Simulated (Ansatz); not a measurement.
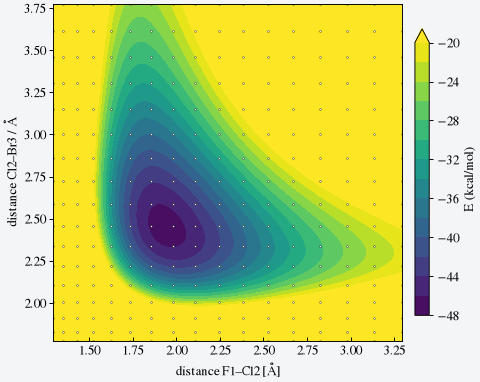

The system F⁻ + ClBr. 
- Coordinates scanned: (1) distance F1–Cl2; (2) distance Cl2–Br3.
- Nothing is relaxed (the angle F1–Cl2–Br3 is fixed at 180 degrees).
- The scan uses a 17 × 17 grid.
- Points are written as (first, second).
- Energies: kcal/mol, counted from F with charge -1 far from the relaxed ClBr (each part in its own basis).
- The reference is spin-restricted, so regions where a bond is pulled apart into radicals lie too high.
- Computed with RKS PBE-D4/def2-TZVPD in Ansatz.

The picture shows filled contours, dots at the grid points, one colour for all values above the top of the scale. Between grid points the surface is interpolated.

Estimate the position of the minimum and the force constants in these coordinates.

The interpolated minimum is at distance F1–Cl2 ≈ 1.938 Å, distance Cl2–Br3 ≈ 2.446 Å. The curvatures there are about 7.8 eV/Å² and 5.8 eV/Å², with a cross term of about 2.1 eV/Å². Round the minimum the valley is somewhat tilted: raising distance F1–Cl2 shifts the best value of distance Cl2–Br3 downwards (coupling k₁₂/√(k₁₁k₂₂) about 0.3). (1 eV is 23.1 kcal/mol.)
